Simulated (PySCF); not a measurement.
C2H10BNOSi (SMILES CO[SiH2]CBN)

| atom | x (Å) | y (Å) | z (Å) |
| --- | --- | --- | --- |
| C | 2.7072 | -0.1255 | 0.1511 |
| O | 1.5720 | 0.6486 | 0.1015 |
| Si | 0.1151 | 0.2526 | -0.5057 |
| C | -0.9290 | -0.8623 | 0.6497 |
| B | -2.4921 | -0.8340 | 0.4228 |
| N | -3.1524 | 0.4013 | 0.6477 |
| H | 3.6097 | 0.4490 | 0.3936 |
| H | 2.7352 | -0.7605 | -0.8213 |
| H | 2.6236 | -0.8486 | 0.9138 |
| H | -0.4268 | 1.6758 | -0.4432 |
| H | 0.2994 | -0.2201 | -1.8888 |
| H | -0.7275 | -0.4207 | 1.6739 |
| H | -0.4884 | -1.8348 | 0.6375 |
| H | -3.1405 | -1.7306 | 0.1202 |
| H | -4.1568 | 0.4550 | 0.5032 |
| H | -2.7040 | 1.2077 | 0.9962 |

Geometry: GFN2-xTB, MD frame at 250 fs, 200 K.

Level of theory: PBE0/pcSseg-1, SCF density, gas phase, non-relativistic (PySCF 2.14.0).

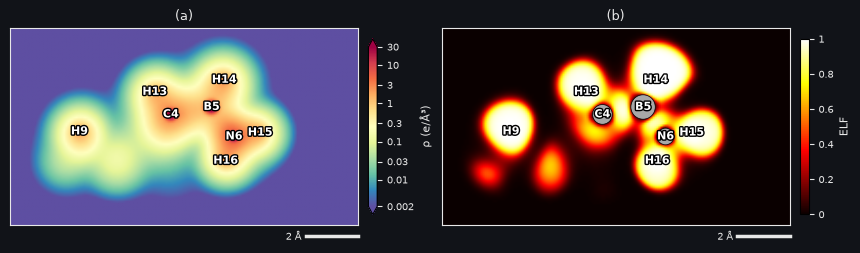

Figure 1. (a) electron density; (b) ELF on the plane of atoms N6, B5 and H14. Grey discs cover the atomic cores in the ELF map.

Q: Read the bonding off the picture.

A:
- The plane passes through C, B, N and H nuclei.
- B–N (1.42 Å): ρ at the midpoint is about 1.9 e/Å³; the ELF peaks at about 0.95 between the atoms; a short, strongly polar bond.
- C–B (1.58 Å): the density is about 1.3 e/Å³ at the midpoint; the ELF peaks at about 0.95 between the atoms: a shared electron pair.
- N–H (0.99 Å): ρ at the midpoint is about 3 e/Å³; the ELF climbs to about 1 towards the hydrogen, as it does in any bond to H; an ordinary covalent bond to hydrogen.
- C–H (1.07 Å): ρ is about 2 e/Å³ halfway; the ELF climbs to about 1 towards the hydrogen (a covalent bond by its length).

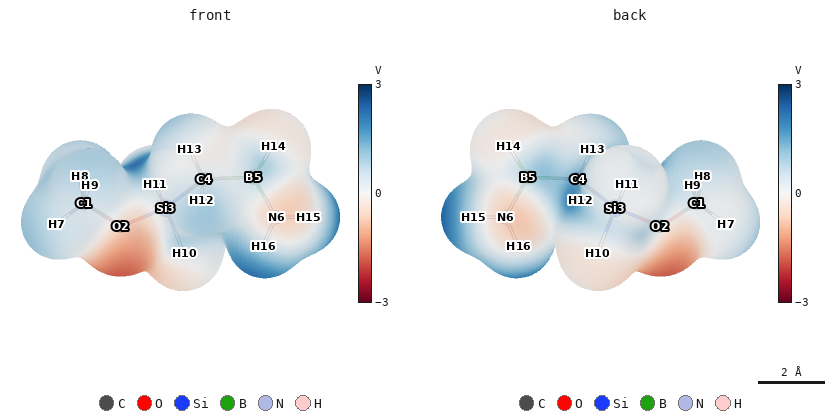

Figure 2. The electrostatic potential painted on the density surface at 0.004 e/bohr³, seen from the front and from behind; the colour scale runs from red (negative) to blue (positive).

Q: Which sites attract a positive test charge, and which a negative one?

A: A positive charge is drawn to the negative regions and a negative charge to the positive ones. The most negative region (about −1.8 V) lies over O2, the most positive (about +2.2 V) over Si3, H15 and H16. O2 is the likeliest acceptor of a hydrogen bond.

Q: How polar is the molecule by this calculation?

A: Its dipole moment is 0.88 D.
